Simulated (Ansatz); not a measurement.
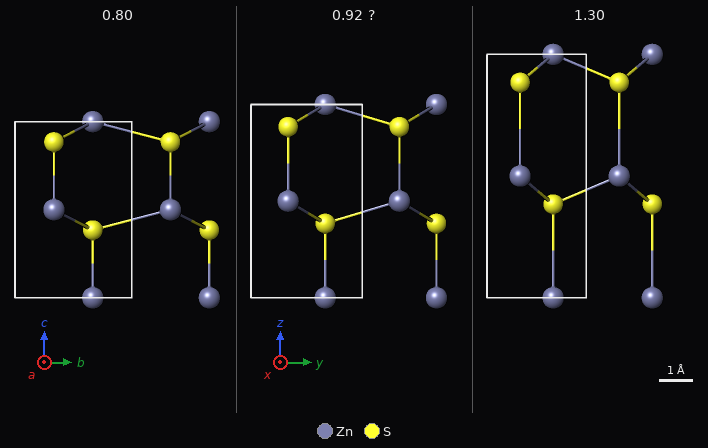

Energy scan for solid ZnS (P6_3mc), in which the ratio of the cell's length along z to its lengths across, counted as 1 for the reference, is changed at fixed volume (a c/a path), with the atoms kept at their fractional coordinates. x, y and z are the Cartesian axes of the input. The picture is a ball-and-stick view of the cell of the calculation, repeated 1 × 2 × 1 with one cell outlined, seen along the a axis.

All numbers below come from Ansatz 0.2.0, DFT PBE, scalar-relativistic, plane waves, PAW. Settings: plane-wave cutoff 420 eV; k-point mesh 12 × 12 × 6; occupations gaussian; smearing width 0.05 eV; no spin polarisation. Energies (free energies at the smearing named) are counted from the cell as listed in its source, which wasn't relaxed.

| axial ratio over its reference value | E − E(ref) (meV/atom) |
| --- | --- |
| 0.80 | 281 |
| 0.85 | 133 |
| 0.92 | ? |
| 0.96 | 2 |
| 1.00 | 0 |
| 1.05 | 20 |
| 1.10 | 60 |
| 1.20 | 182 |
| 1.30 | 340 |

One row is withheld. What is its energy?

A straight line between the two neighbours gives 50 meV/atom. A cubic through the four nearest rows (0.80, 0.85, 0.96, 1.00) gives, with Lagrange weights, (−0.1400)(281) + (0.4655)(133) + (0.9545)(2) + (−0.2800)(0) = 24 meV/atom. The calculation gives 26 meV/atom, so the cubic is 2 meV/atom too low and the straight line 24 meV/atom too high, as the curve bends upwards here.

The whole profile:

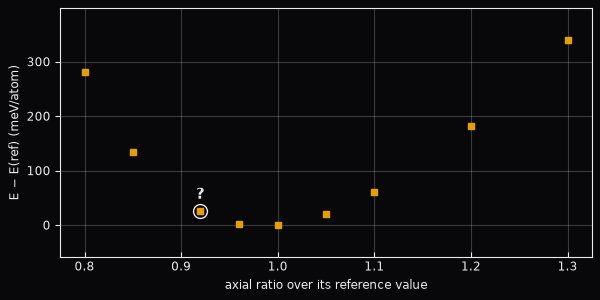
